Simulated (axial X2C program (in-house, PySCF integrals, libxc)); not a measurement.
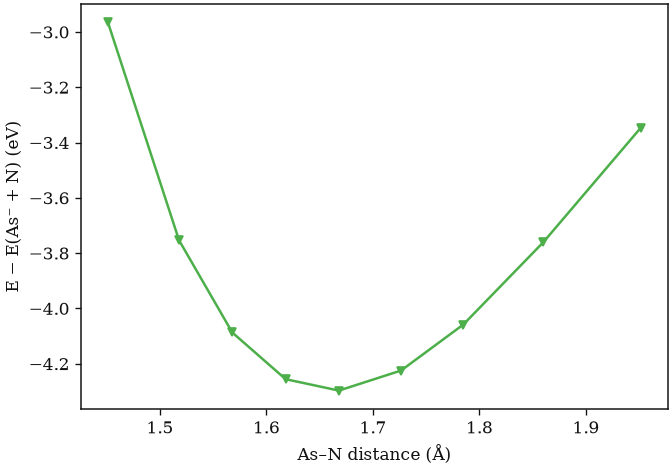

Energy at 9 bond lengths, for one set of occupations held fixed; the line joins the points. A polynomial of degree 6 through 9 points gives rₑ = 1.662 Å, ωₑ = 959.7 cm⁻¹, ωₑxₑ = 5.5 cm⁻¹ and Bₑ = 0.5173 cm⁻¹. The minimum lies 4.30 eV below As⁻ + N, each computed as one determinant at the same level.

**Relativistic diatomic calculation, with input and output: AsN⁻**

- system: AsN⁻, single determinant with Ω = 3/2 (not the lowest found).
- method: PBE0, two-component X2C with atomic mean-field Coulomb and Gaunt terms, As dyall-acv3z, N dyall-av3z (cores contracted) (axial X2C program (in-house, PySCF integrals, libxc))

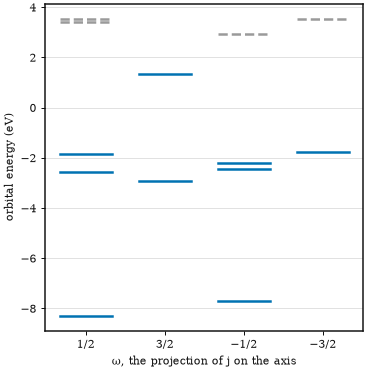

Orbital energies near the frontier at 1.67 Å, filled (solid) and empty (dashed). The highest filled spinor (3/2; 51 % As p, 22 % N p) lies at 1.34 eV, the lowest empty one (−1/2; 56 % As p, 20 % N p) at 2.93 eV. A filled level above zero is held only by the finite basis .

These pictures come from the run below.

## The input
```
{"zs": [33, 7], "q": -1, "bas": ["dyall-acv3z", "dyall-av3z"], "levels": ["PBE0", "HF", "BP86"], "cc": true, "r0": 1.74, "thr": -2.0, "nmax": 90, "npts": 10, "nst": 2, "ntry": 6}
```

The line is the task of a batch: nuclear charges, charge, bases, the levels to run, a first guess of the distance and further settings. This report covers PBE0 with spin-orbit coupling. The log is that of the reference distance 1.668 Å, started from orbitals converged before.

The run was one of a batch that the task file lists, launched with:
```bash
python <driver script> task.json out
```

## Log
```
two-component X2C + atomic mean field  PBE0
basis functions 176  fitting functions 955  grid points 5074
iter        total energy     max residual
   1      -2314.531395203     7.43e-05
   2      -2314.531395371     9.24e-05
   3      -2314.531395489     6.06e-05
   4      -2314.531395527     3.12e-05
   5      -2314.531395552     2.67e-05
   6      -2314.531395562     1.18e-05
   7      -2314.531395563     2.25e-06
converged
one-electron -3374.48481755  Coulomb 1078.50745782  exact exchange -22.31354265  xc functional -68.71831967  nuclear repulsion 73.28533317  atomic mean-field constant -0.80750668
```

## The points of the curve

| R (Å) | E (hartree) | dipole (D; origin at the first atom, positive when the second is positive) | highest filled (eV) | lowest empty (eV) |
| --- | --- | --- | --- | --- |
| 1.451 | −2314.482458 | −1.85 | 1.65 | 2.86 |
| 1.518 | −2314.511407 | −2.51 | 1.61 | 2.95 |
| 1.568 | −2314.523672 | −2.95 | 1.54 | 2.97 |
| 1.618 | −2314.529878 | −3.33 | 1.45 | 2.97 |
| 1.668 | −2314.531396 | −3.66 | 1.34 | 2.93 |
| 1.726 | −2314.528728 | −3.96 | 1.20 | 2.85 |
| 1.785 | −2314.522622 | −4.18 | 1.05 | 2.73 |
| 1.860 | −2314.511695 | −4.29 | 0.89 | 2.55 |
| 1.952 | −2314.496435 | −4.28 | 0.75 | 2.40 |

## Summary

- outcome: converged; a filled level lies above zero
- bond length rₑ: 1.662 Å
- ωₑ: 959.7 cm⁻¹
- energy at the minimum: −2314.53142 hartree
- depth below the fragments: 4.30 eV
- hardware: 1 thread of Arm Neoverse V1, 24 GiB of memory available, shared host
- wall time: 11 s
- peak memory: 0.69 GiB

## Notes

The highest filled level (PBE0, up to 1.65 eV) lies above zero. That is common for anions, where the functional's self-interaction leaves the outer electrons unbound; only the finite basis holds them, so such levels depend on it. Limits: 9 of the 10 points asked for were kept.
